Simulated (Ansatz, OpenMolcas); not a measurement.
A ladder of methods for C2H8Si (dimethylsilane)

C2H8Si has 11 atoms, charge 0, and is taken as a singlet. SMILES: `C[SiH2]C`. The coordinates come from a PBE0-D4/def2-TZVP relaxation.

Each level gives the HOMO–LUMO gap (eV). The values are calculated.

| level | kind | program | value (eV) |
| --- | --- | --- | --- |
| SVWN5/def2-SVP | LDA | OpenMolcas | 8.13 |
| PBE/def2-SVP | GGA | Ansatz | 8.26 |
| M06-L/def2-SVP | meta-GGA | OpenMolcas | 9.34 |
| TPSS/def2-SVP | meta-GGA | OpenMolcas | 8.66 |
| r2SCAN/def2-SVP | meta-GGA | Ansatz | 9.15 |
| BHLYP/def2-SVP | global hybrid | Ansatz | 12.40 |
| HSE06/def2-SVP | range-separated hybrid | Ansatz | 9.67 |
| PBE-QIDH/def2-SVP | double hybrid | Ansatz | 14.18 |

The values span 8.13 to 14.18 eV. Orbital gaps aren't excitation energies, and those of double hybrids come from the SCF part alone; they tend to grow with the share of exact exchange.

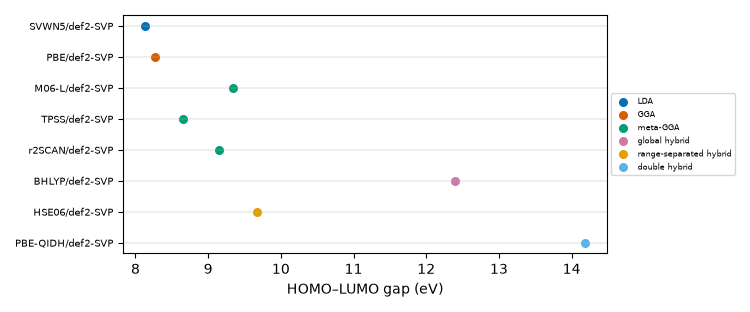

The values of the table, level by level.
